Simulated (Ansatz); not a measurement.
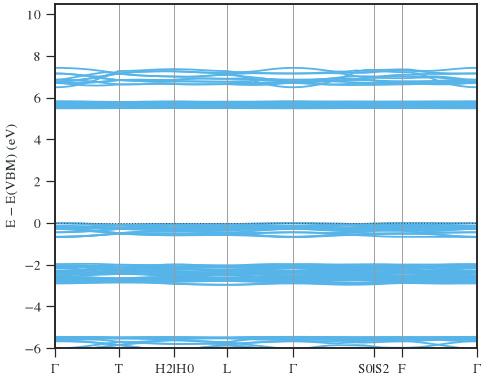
Band structure from r²SCAN (plane waves, PAW; program Ansatz)

Question: Read off the gap and where the band edges lie.

Answer: About 5.5 eV (5.49 eV by a search for the band edges); maximum on the F–Γ line, 12 % of the way from F, minimum at Γ.

Question: Which compound is it?
A) LaOF, R-3m (La on 6c, O on 6c, F on 6c)
B) La2S3O12, R-3c (La on 12c, S on 18e, O on 36f, O on 36f)
C) InF3, R-3c (In on 6b, F on 18e)

Answer: B, La2S3O12, R-3c (La on 12c, S on 18e, O on 36f, O on 36f)

The workflow started from a Materials Project entry (that database holds measured and hypothetical structures alike); the Crystallography Open Database copy checked does not list it. Its standing as an ambient phase is unchecked. Symmetry was held in the r²SCAN relaxation; whether a distortion lowers the energy is not shown. Scalar-relativistic: spin–orbit coupling is off unless named, which matters more the heavier the elements.

Potentials: the later of the program's two PAW sets.
